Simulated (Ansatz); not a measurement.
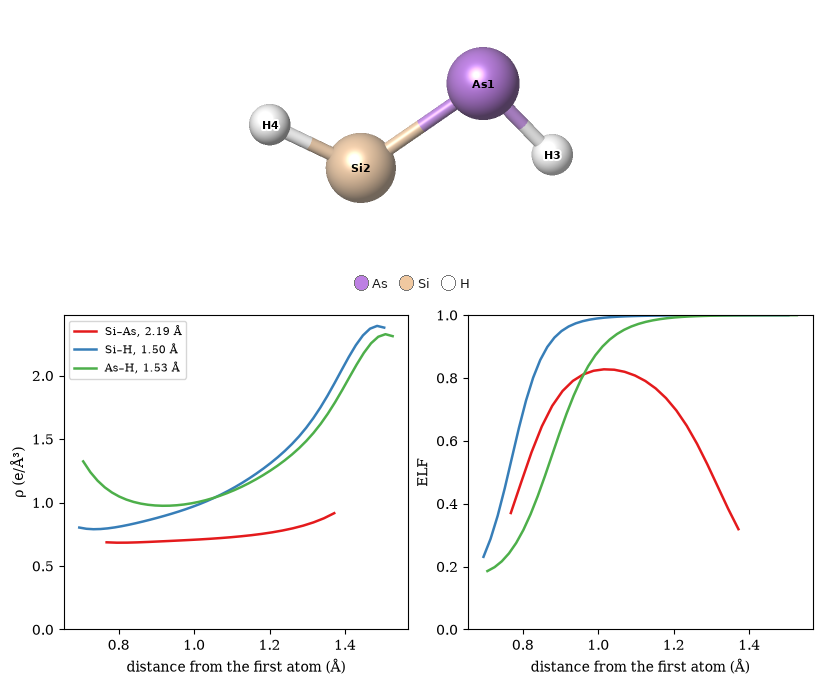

Figure 1: AsH2Si (SMILES [SiH]=[AsH]) (doublet). Electron density and electron localisation function along straight lines between neighbouring atoms. The curves leave out the atomic cores. The structure is drawn too.

Geometry: B3LYP-D3(BJ)/6-311G**.

These are results of Ansatz 0.2.0, isolated molecule in a Gaussian basis; Kohn-Sham density functional theory, functional PBE0, not measurements.

```xyz
4

As   -0.9315    0.7776    0.1921
Si    0.6089   -0.7815    0.0844
H    -0.6658    1.3309   -1.2054
H     0.7410   -1.6490    1.3058
```

**What can be read from the curves?**

Si–As (2.19 Å): ρ at the midpoint is about 0.73 e/Å³; the ELF peaks at about 0.85 between the atoms (a covalent bond).
Si–H (1.50 Å): the density is about 0.79 e/Å³ at the midpoint; the ELF climbs to about 1 towards the hydrogen, as it does in any bond to H.
As–H (1.53 Å): the density is about 1.1 e/Å³ at the midpoint; the ELF climbs to about 1 towards the hydrogen.
